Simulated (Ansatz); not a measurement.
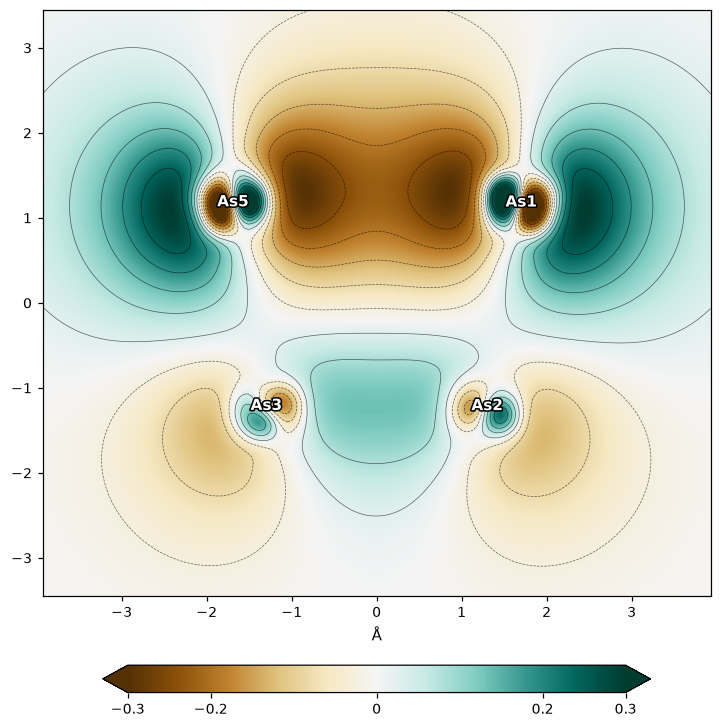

As₆ (triplet). The LUMO (β) on the plane of atoms As1, As2 and As3 (values in Å⁻³ᐟ²; the overall sign is arbitrary).

Geometry: PBE-D4/def2-SVP.

The calculation used UKS PBE0-D4/def2-TZVP in Ansatz.

Input

```
crystal:
  periodic: [false, false, false]
  atoms:
    - {symbol: As, position_ang: [-0.993088, -1.926776, -0.176096]}
    - {symbol: As, position_ang: [1.314438, -1.370474, 0.337520]}
    - {symbol: As, position_ang: [1.463245, 0.947156, -0.826861]}
    - {symbol: As, position_ang: [-0.567318, -0.531951, 1.765470]}
    - {symbol: As, position_ang: [-0.797859, 1.097319, -1.699124]}
    - {symbol: As, position_ang: [-0.419409, 1.784726, 0.599081]}
basis:
  gaussian: {orbitals: def2-TZVP, initial_orbitals: start.molden}
magnetization: {spin_polarized: true, initial_magnetization: 2}
hamiltonian: {xc: pbe0, dispersion: d4}
scf: {omitted_lower_state_checks: [starts]}
output: {orbitals: {seedname: orbitals}}
```

Launched as:

```sh
ansatz run in.yaml --threads 4 --pin off --events-out ev --progress --plain --max-ram 8704MiB
```

Where does this orbital lie, and at what energy?

Answer. It lies mainly on As1 (about 35 %), As5 (about 35 %), As3 (about 5 %), As2 (about 5 %), As4 (about 5 %) and As6 (about 5 %). Its energy is −3.91 eV.
